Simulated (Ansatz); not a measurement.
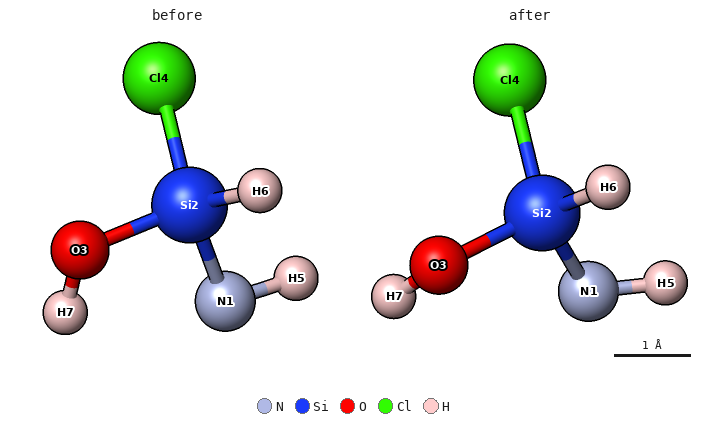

The structure of SiNH$_{3}$OCl (multiplicity 2) (coarse preliminary run) before (left) and after (right) a relaxation, at one scale.

A ball-and-stick model, seen at a tilt.

The start comes from a force field.

These are results of Ansatz 0.2.0, UKS PBE-D4/def2-SVP, not measurements. (force threshold 0.03 eV/Å; at most 200 steps)

Question: Describe what moved and what it gained.

Answer: The atom that moves furthest after the best rigid fit is H7 (0.39 Å). By element the largest moves are H 0.39 Å, N 0.31 Å, O 0.31 Å, Si 0.10 Å, Cl 0.09 Å. Some distances before and after: Si2–Cl4 1.975 → 2.092 Å, N1–Si2 1.705 → 1.755 Å, N1–H5 1.084 → 1.038 Å, Si2–O3 1.624 → 1.662 Å. Bond angles that change, for instance: N1–Si2–Cl4 112.8° → 101.5°, N1–Si2–O3 97.8° → 109.2°, O3–Si2–H6 113.4° → 105.3°. Groups turn about Si2–O3 by about 40°, N1–Si2 by about 30°. The energy falls by 0.486 eV in 9 accepted moves (10 points after the start). The largest force component goes from 2.2 to 0.0076 eV/Å. The line search rejected the trial step at point 6 of the run. The run took roughly 40 core-seconds on a shared host.
